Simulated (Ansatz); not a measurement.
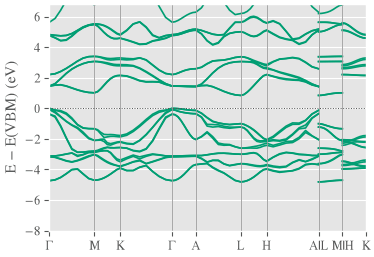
*Band structure from plane-wave PAW r²SCAN+D4 with spin–orbit coupling (Ansatz code)*

### Question
Read off the gap and where the band edges lie.

### Answer
About 0.8 eV (0.85 eV by a search for the band edges); maximum at Γ, minimum at L.

The material is ZrSeS in space group P3m1 (No. 156; Zr on 1a, Se on 1c, S on 1b).

The first step of the workflow began from a Materials Project structure, measured or hypothetical; the Crystallography Open Database copy checked does not list it. With Se and S taken as one species the cell has the higher symmetry P-3m1, so it may be an ordered model of a mixed-site phase. Its standing as an ambient phase is unchecked. The r²SCAN+D4 relaxation kept the symmetry of its start; its stability against distortions is not shown here. The run is not spin-polarised.

Potentials: the later of the program's two PAW sets.
